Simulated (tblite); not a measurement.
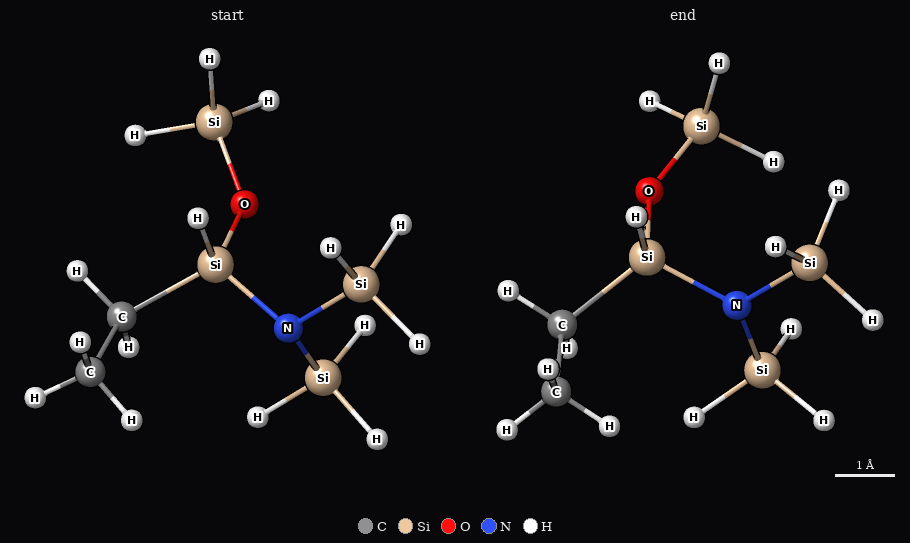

The structure of C$_{2}$H$_{15}$NOSi$_{4}$ before (left) and after (right) a relaxation, at one scale.

A ball-and-stick model, seen at a tilt.

Theory: GFN2-xTB geometry optimisation, gas phase in tblite. 

### Describe what moved and what it gained.

An H atom moves most after the best rigid fit: 1.48 Å. Largest moves by element: H 1.48 Å, O 0.89 Å, Si 0.56 Å, N 0.47 Å, C 0.39 Å. Some distances before and after: N–Si 1.681 → 1.744 Å, O–Si 1.663 → 1.620 Å, H–Si 1.491 → 1.463 Å, C–H 1.105 → 1.088 Å. Bond angles that change, for instance: Si–N–Si 110.9° → 119.8°, Si–O–Si 138.2° → 146.3°, C–Si–H 105.5° → 111.9°. Groups turn about O–Si by about 135°, O–Si by about 130°. The energy falls by 14.4 kcal/mol in 203 geometry steps.
